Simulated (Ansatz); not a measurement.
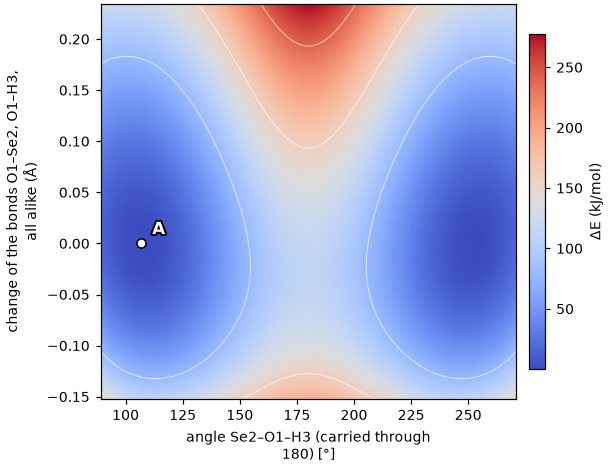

HOSe, SMILES O[Se], spin multiplicity 2. First axis: angle Se2–O1–H3 (carried through 180). Second axis: change of the bonds O1–Se2, O1–H3, all alike. Nothing is relaxed (all other coordinates rigid). The grid has 15 × 15 points; 120 points were computed and 105 follow by symmetry. Points are written as (first, second). Energies are in kJ/mol, from the relaxed molecule at the same level. Method: UKS SPW92 (LDA)/def2-TZVP (Ansatz).

Drawn: a smooth colour map with a few white contour lines, the point A. Between grid points the surface is interpolated.

**Find the lowest pass out of the well at A.**

The easiest path leads from the well at about (107°, 0.00 Å) to a well of about the same depth at about (253°, 0.00 Å). Its highest point lies about 112 kJ/mol above the bottom of the first well on the interpolated surface, at about (180°, −0.03 Å). The start is the relaxed structure and all else is held, so a fully relaxed path at this level can only be lower.

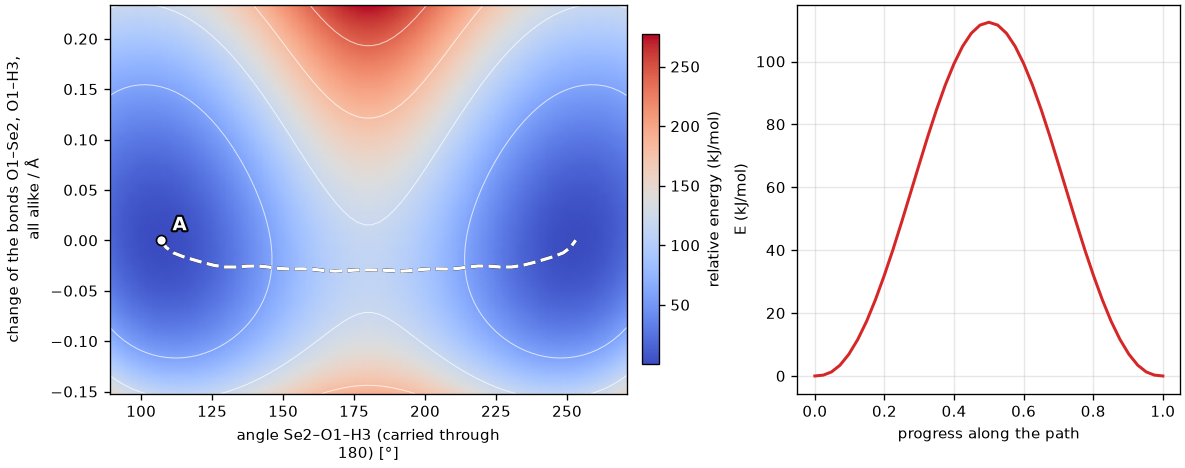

Drawn: a smooth colour map with a few white contour lines, a line along the lowest path, the energy along the path at the right. Between grid points the surface is interpolated.
